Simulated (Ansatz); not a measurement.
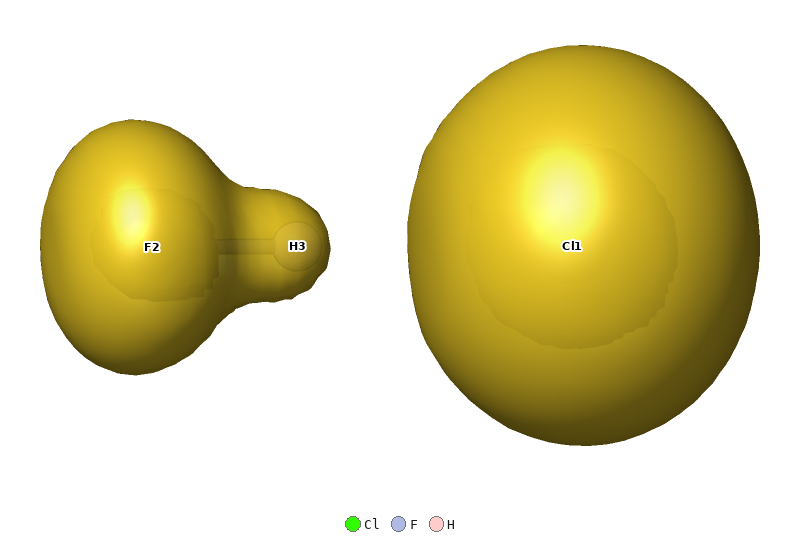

Figure. Cl···HF (charge −1). Isosurface of the ELF at 0.75 (yellow), seen from one side. Only the valence region is drawn (cores and ρ < 0.01 e/Å³ removed).

Geometry: PBE0-D4/def2-TZVP.

Method: RKS PBE0-D4/def2-TZVPPD (Ansatz).

**Describe the localisation domains.**

At this value the surface marks out one region wrapped around Cl (its valence shell) and one joined region spread over several atoms (F, H), in which their bonds and any lone pairs are merged. Profiles from the grid: Cl1···H3 (1.87 Å): the ELF peaks at about 0.85 between the atoms (a closed-shell contact with the geometry of a hydrogen bond). F–H (0.98 Å): the ELF climbs to about 0.95 towards the hydrogen, as it does in any bond to H: an ordinary covalent bond to hydrogen.
